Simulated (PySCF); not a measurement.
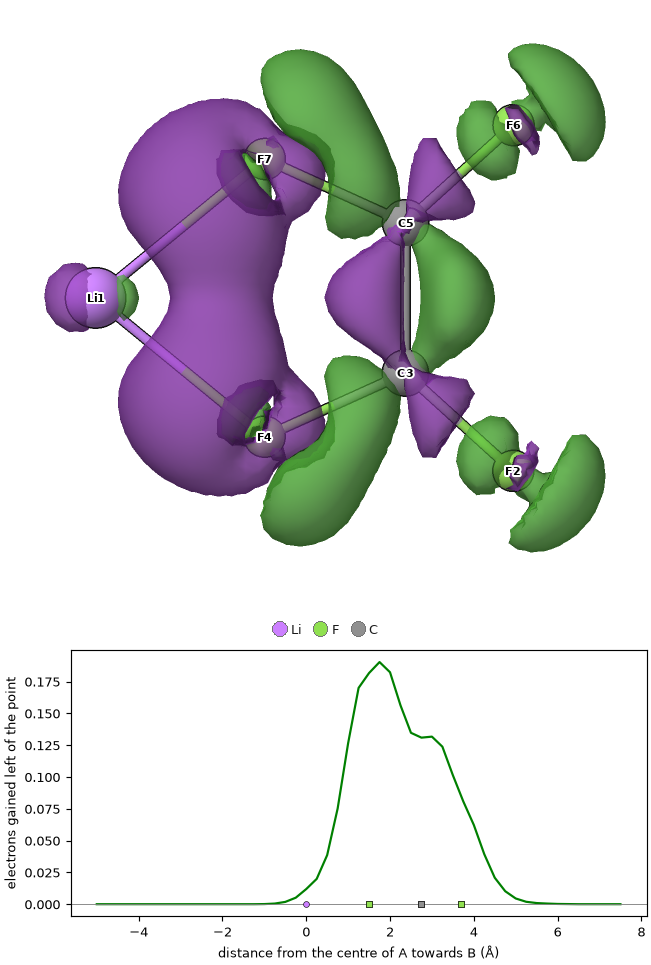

Figure 1: C$_{2}$F$_{4}$Li, charge +1, SMILES `[Li+].FC(F)=C(F)F`. Density of the complex less the densities of the two fragments at the same geometry, ±0.015 e/Å³ (purple: gain, green: loss). Fragment A: Li(+1) (atom 1); fragment B: C2F4. Below: the charge-displacement curve along the line of centres (A on the left).

Method: PBE0/def2-SVPD; geometry: GFN2-xTB; program: PySCF. GFN2-xTB bond lengths at metals and heavier atoms can be off by up to 0.1 Å and shapes distorted, which carries into these values.

The calculation's input:

```python
import numpy as np
from pyscf import gto, scf, dft
from pyscf.scf import atom_ks, atom_hf
from scipy.linalg import block_diag
from pyscf.dispersion import dftd3

def solve(mol, dm0=None, hcore=None):
    mf = (dft.UKS if mol.spin else dft.RKS)(mol, xc='pbe0')
    mf.grids.level = 3
    mf = mf.density_fit(auxbasis='def2-universal-jkfit')
    mf.conv_tol, mf.max_cycle = 1e-8, 80
    if hcore is not None:
        mf.get_hcore = lambda *args: hcore
    mf.kernel(dm0)
    if not mf.converged:
        mf = mf.newton().run(mf.mo_coeff, mf.mo_occ, max_cycle=30)
    assert mf.converged, 'SCF not converged'
    return mf

mol = gto.M(atom='''
Li    -0.00450     2.47423     0.00000
F     -1.52570    -1.21881     0.00000
C     -0.66314    -0.26403     0.00000
F     -1.22768     0.97877     0.00000
C      0.66395    -0.26250     0.00000
F      1.52871    -1.21529     0.00000
F      1.22562     0.98160     0.00000
''', basis='def2-svpd', charge=1, spin=0, verbose=4)
mol_a = gto.M(atom='''
Li    -0.00450     2.47423     0.00000
ghost-F     -1.52570    -1.21881     0.00000
ghost-C     -0.66314    -0.26403     0.00000
ghost-F     -1.22768     0.97877     0.00000
ghost-C      0.66395    -0.26250     0.00000
ghost-F      1.52871    -1.21529     0.00000
ghost-F      1.22562     0.98160     0.00000
''', basis='def2-svpd', charge=1, spin=0, verbose=4)
mol_b = gto.M(atom='''
ghost-Li    -0.00450     2.47423     0.00000
F     -1.52570    -1.21881     0.00000
C     -0.66314    -0.26403     0.00000
F     -1.22768     0.97877     0.00000
C      0.66395    -0.26250     0.00000
F      1.52871    -1.21529     0.00000
F      1.22562     0.98160     0.00000
''', basis='def2-svpd', charge=0, spin=0, verbose=4)
ab, a, b = solve(mol), solve(mol_a), solve(mol_b)
e_int = ab.e_tot - a.e_tot - b.e_tot
print('counterpoise-corrected interaction energy / kcal/mol', e_int * 627.5095)
def disp(atoms, charge):
    m = gto.M(atom=atoms, charge=charge, basis='sto-3g', spin=None, unit='Bohr', verbose=0)
    return dftd3.DFTD3Dispersion(m, xc='pbe0', version='d3bj').get_dispersion()['energy']
e_disp = disp(mol._atom, mol.charge) - disp(mol._atom[:1], mol_a.charge) - disp(mol._atom[1:], mol_b.charge)
print('D3(BJ) part / kcal/mol', e_disp * 627.5095)
# spherically averaged free atoms, for the promolecule
atm = atom_ks.get_atm_nrks(mol, xc='pbe0')
pro = block_diag(*[(atm[a[0]][2] * atm[a[0]][3]) @ atm[a[0]][2].T for a in mol._atom])
np.savez('result.npz', e_int=e_int, e_disp=e_disp, dm_a=a.make_rdm1(), dm_b=b.make_rdm1(), c=ab.mo_coeff, occ=ab.mo_occ, eps=ab.mo_energy, pro=pro, d=[f.dip_moment(verbose=0) for f in (ab, a, b)])
```

Command:

```sh
OMP_NUM_THREADS=1 python input.py
```

The run took 14 s on 1 thread of Intel(R) Xeon(R) 6975P-C (Granite Rapids) (shared host), peak memory 0.63 GiB.

Partitions, critical points and surface values were worked out afterwards from this run's density.

**How is the density rearranged on binding?**

Hirshfeld charges show 0.037 e passing from B to A. By Hirshfeld charges, electrons gather most on F4 and F7 alike (−0.052 e) and leave F2 and F6 alike most (+0.051 e); 0.30 e is displaced in all.

**What is the interaction energy, and which contacts carry it?**

The counterpoise-corrected interaction energy of the frozen fragments is −23.1 kcal/mol without dispersion correction and −23.9 kcal/mol with D3(BJ). D3 uses neutral-atom coefficients and tends to overbind metal cations. The pair geometry is semi-empirical, not a minimum at this level. Contacts: Li1···F4, 1.93 Å, ρ = 0.024 a.u.; Li1···F7, 1.93 Å, ρ = 0.024 a.u. The pose is a local one from a semi-empirical search, not shown to be the most stable.
